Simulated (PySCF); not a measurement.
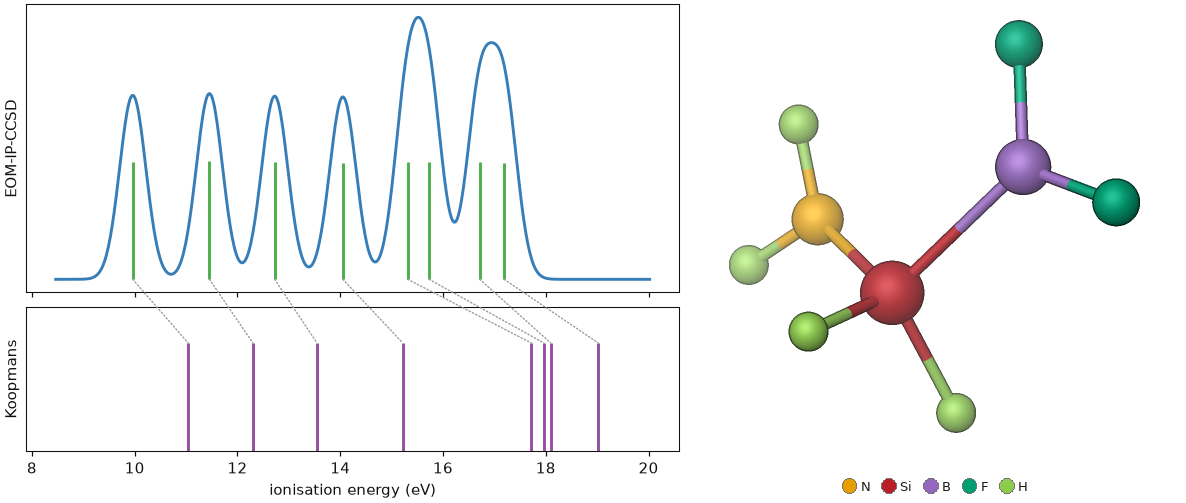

Valence photoelectron lines of BSiNH₄F₂, SMILES N[SiH2]B(F)F: vertical EOM-IP-CCSD/aug-cc-pVDZ (frozen core, PySCF 2.14.0, at a PBE0-D3(BJ)/def2-SVP geometry (no frequency check); 8 lines, one for each of the 8 highest orbitals, so a line of a deeper orbital can be missing among them) above, Hartree-Fock orbital energies with the sign turned below, non-relativistic; dotted lines join each line to its leading orbital. Stick heights are one-hole weights (summed over degenerate lines), not cross-sections; Gaussian width 0.60 eV.

Q: What is the first vertical ionisation energy, and how far is Koopmans' value off?

A: 9.96 eV from the HOMO; Koopmans gives 11.04 eV, 1.08 eV too high.

Q: List the lines.

A:
| hole | EOM-IP-CCSD (eV) | Koopmans (eV) | one-hole weight |
| --- | --- | --- | --- |
| HOMO | 9.96 | 11.04 | 0.95 |
| HOMO-1 | 11.45 | 12.30 | 0.96 |
| HOMO-2 | 12.72 | 13.55 | 0.94 |
| HOMO-3 | 14.05 | 15.22 | 0.94 |
| HOMO-4 | 15.31 | 17.72 | 0.95 |
| HOMO-5 | 15.73 | 17.96 | 0.95 |
| HOMO-6 | 16.72 | 18.10 | 0.94 |
| HOMO-7 | 17.19 | 19.02 | 0.94 |

Known limits of this run: small basis, so the lines can lie some tenths of an eV too low; one conformer of a flexible molecule.
